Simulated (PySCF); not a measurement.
# Run report: IF₄, single-point calculation

IF₄, multiplicity 2, computed with UHF/sbkjc, mp2 (PySCF 2.14.0).

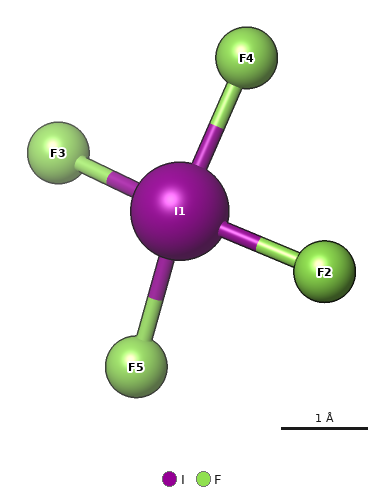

*The input geometry (ball-and-stick view, seen at a tilt; atoms are numbered from 1 in the order of the input).*

Bond lengths as drawn: F–I 1.95 Å.

### Input
```python
from pyscf import gto, scf, mp

mol = gto.M(
    atom='I 0 0 0.1017; F 1.9332 0.0002 -0.1749; F -1.9332 -0.0001 -0.1749; F -0.0001 1.9332 -0.1744; F 0.0001 -1.9331 -0.1753',
    basis='sbkjc',
    ecp={'I': 'sbkjc', 'F': 'sbkjc'},
    charge=0,
    spin=1,
    verbose=4,
)
mf = scf.UHF(mol)
mf.kernel()
mp.MP2(mf).kernel()
mf.dip_moment()
print('orbital energies (hartree):', [e[max(0, n-3):n+3].round(4) for e, n in zip(mf.mo_energy, mol.nelec)])
```

Launch command:
```bash
OMP_NUM_THREADS=1 python input.py
```

### Log
```
PySCF version 2.14.0

[INPUT] verbose = 4
[INPUT] num. atoms = 5
[INPUT] num. electrons = 35
[INPUT] charge = 0
[INPUT] spin (= nelec alpha-beta = 2S) = 1
[INPUT] symmetry False subgroup None
[INPUT] Mole.unit = angstrom
[INPUT] Symbol           X                Y                Z      unit          X                Y                Z       unit  Magmom
[INPUT]  1 I      0.000000000000   0.000000000000   0.101700000000 AA    0.000000000000   0.000000000000   0.192185146868 Bohr   0.0
[INPUT]  2 F      1.933200000000   0.000200000000  -0.174900000000 AA    3.653218544009   0.000377945225  -0.330513099186 Bohr   0.0
[INPUT]  3 F     -1.933200000000  -0.000100000000  -0.174900000000 AA   -3.653218544009  -0.000188972612  -0.330513099186 Bohr   0.0
[INPUT]  4 F     -0.000100000000   1.933200000000  -0.174400000000 AA   -0.000188972612   3.653218544009  -0.329568236124 Bohr   0.0
[INPUT]  5 F      0.000100000000  -1.933100000000  -0.175300000000 AA    0.000188972612  -3.653029571397  -0.331268989636 Bohr   0.0

nuclear repulsion = 104.461922946037
number of shells = 20
number of NR pGTOs = 84
number of NR cGTOs = 40
basis = sbkjc
ecp = {'I': 'sbkjc', 'F': 'sbkjc'}

******** <class 'pyscf.scf.uhf.UHF'> ********
method = UHF
initial guess = minao
damping factor = 0
level_shift factor = 0
DIIS = <class 'pyscf.scf.diis.CDIIS'>
diis_start_cycle = 1
diis_space = 8
diis_damp = 0
SCF conv_tol = 1e-09
SCF conv_tol_grad = None
SCF max_cycles = 50
direct_scf = True
direct_scf_tol = 1e-13
number electrons alpha = 18  beta = 17
Set gradient conv threshold to 3.16228e-05
init E= -101.470308949811
  alpha nocc = 18  HOMO = 0.0110526891876019  LUMO = 0.18602884470184
  beta  nocc = 17  HOMO = -0.0740606077213715  LUMO = 0.0110526891876019

WARN: HOMO 0.0110526891876019 >= LUMO 0.0110526891876019

cycle= 1 E= -105.734422983174  delta_E= -4.26  |g|= 1.16  |ddm|= 4.04
  alpha nocc = 18  HOMO = -0.557824496465023  LUMO = -0.0821651673948971
  beta  nocc = 17  HOMO = -0.630682910743348  LUMO = -0.300232082927352
  HOMO = -0.557824496465  LUMO = -0.300232082927  gap/eV = 7.00945
cycle= 2 E= -106.110832547674  delta_E= -0.376  |g|= 0.695  |ddm|= 1.37
  alpha nocc = 18  HOMO = -0.536091880922239  LUMO = -0.00559438753520586
  beta  nocc = 17  HOMO = -0.553592189406968  LUMO = -0.184676318535772
  HOMO = -0.536091880922  LUMO = -0.184676318536  gap/eV = 9.56250
cycle= 3 E= -106.301468258966  delta_E= -0.191  |g|= 0.0407  |ddm|= 0.542
  alpha nocc = 18  HOMO = -0.526797161100903  LUMO = 0.0212602954933221
  beta  nocc = 17  HOMO = -0.536952505425336  LUMO = -0.146389348564053
  HOMO = -0.526797161101  LUMO = -0.146389348564  gap/eV = 10.35142
cycle= 4 E= -106.303878461288  delta_E= -0.00241  |g|= 0.018  |ddm|= 0.0884
  alpha nocc = 18  HOMO = -0.532343506168747  LUMO = 0.0204849072187768
  beta  nocc = 17  HOMO = -0.536829755406063  LUMO = -0.143802715923151
  HOMO = -0.532343506169  LUMO = -0.143802715923  gap/eV = 10.57273
cycle= 5 E= -106.304699924022  delta_E= -0.000821  |g|= 0.0113  |ddm|= 0.053
  alpha nocc = 18  HOMO = -0.531759237694054  LUMO = 0.0244669431077916
  beta  nocc = 17  HOMO = -0.533540262425943  LUMO = -0.138404971359015
  HOMO = -0.531759237694  LUMO = -0.138404971359  gap/eV = 10.70371
cycle= 6 E= -106.305325577342  delta_E= -0.000626  |g|= 0.00598  |ddm|= 0.0653
  alpha nocc = 18  HOMO = -0.530003085492638  LUMO = 0.0281734430470644
  beta  nocc = 17  HOMO = -0.532210725476104  LUMO = -0.135026027104694
  HOMO = -0.530003085493  LUMO = -0.135026027105  gap/eV = 10.74787
cycle= 7 E= -106.305618294596  delta_E= -0.000293  |g|= 0.00205  |ddm|= 0.068
  alpha nocc = 18  HOMO = -0.529074559722289  LUMO = 0.0290211063154839
  beta  nocc = 17  HOMO = -0.531183907398536  LUMO = -0.135512809772025
  HOMO = -0.529074559722  LUMO = -0.135512809772  gap/eV = 10.70936
cycle= 8 E= -106.305646440923  delta_E= -2.81e-05  |g|= 0.00099  |ddm|= 0.0205
  alpha nocc = 18  HOMO = -0.528812356596203  LUMO = 0.029633152931544
  beta  nocc = 17  HOMO = -0.530970572298809  LUMO = -0.135011701655674
  HOMO = -0.528812356596  LUMO = -0.135011701656  gap/eV = 10.71586
cycle= 9 E= -106.305651593154  delta_E= -5.15e-06  |g|= 0.000389  |ddm|= 0.00855
  alpha nocc = 18  HOMO = -0.528739099177361  LUMO = 0.0296478524111675
  beta  nocc = 17  HOMO = -0.530729612411678  LUMO = -0.135155901385546
  HOMO = -0.528739099177  LUMO = -0.135155901386  gap/eV = 10.70994
cycle= 10 E= -106.3056520372  delta_E= -4.44e-07  |g|= 0.000193  |ddm|= 0.00201
  alpha nocc = 18  HOMO = -0.528724056889689  LUMO = 0.0296718359726636
  beta  nocc = 17  HOMO = -0.530653704557526  LUMO = -0.135172131367978
  HOMO = -0.52872405689  LUMO = -0.135172131368  gap/eV = 10.70909
cycle= 11 E= -106.305652086393  delta_E= -4.92e-08  |g|= 4.22e-05  |ddm|= 0.000563
  alpha nocc = 18  HOMO = -0.528736559204124  LUMO = 0.0296624829234096
  beta  nocc = 17  HOMO = -0.530654218301152  LUMO = -0.135167882436785
  HOMO = -0.528736559204  LUMO = -0.135167882437  gap/eV = 10.70955
cycle= 12 E= -106.305652090765  delta_E= -4.37e-09  |g|= 1.11e-05  |ddm|= 0.000192
  alpha nocc = 18  HOMO = -0.528743257758648  LUMO = 0.0296551524111248
  beta  nocc = 17  HOMO = -0.530653360659503  LUMO = -0.135176528346328
  HOMO = -0.528743257759  LUMO = -0.135176528346  gap/eV = 10.70950
cycle= 13 E= -106.305652091156  delta_E= -3.9e-10  |g|= 2.82e-06  |ddm|= 9.55e-05
  alpha nocc = 18  HOMO = -0.528744056183843  LUMO = 0.0296551431244831
  beta  nocc = 17  HOMO = -0.530654669549514  LUMO = -0.135175493814495
  HOMO = -0.528744056184  LUMO = -0.135175493814  gap/eV = 10.70955
```

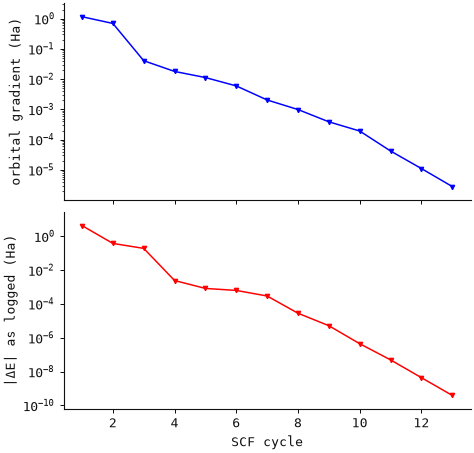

*Convergence of the self-consistent field: orbital gradient and size of the energy change against the SCF cycle.*

The residual falls at every step.

```
Extra cycle  E= -106.305652091164  delta_E= -8.55e-12  |g|= 1.7e-06  |ddm|= 4.7e-06
converged SCF energy = -106.305652091164  <S^2> = 0.81624806  2S+1 = 2.0651858

******** <class 'pyscf.mp.ump2.UMP2'> ********
nocc = (np.int64(18), np.int64(17)), nmo = (40, 40)
E(UMP2) = -106.79515735737  E_corr = -0.489505266205426
E(SCS-UMP2) = -106.776280456066  E_corr = -0.470628364901784
E_corr(same-spin) = -0.134743793705454
E_corr(oppo-spin) = -0.354761472499972
Dipole moment(X, Y, Z, Debye): -0.00000, -0.00022,  1.57306
orbital energies (hartree): [array([-0.6793, -0.5711, -0.5287, -0.0134, -0.0134,  0.24  ]), array([-0.6499, -0.555 , -0.5307, -0.1352,  0.0297,  0.0297])]
```

### Summary

```tsv
quantity	value
outcome	converged
SCF energy	−106.305652 hartree
⟨S²⟩	0.816
dipole moment	1.57 D
hardware	1 CPU thread, shared host
wall time	1.6 s
```
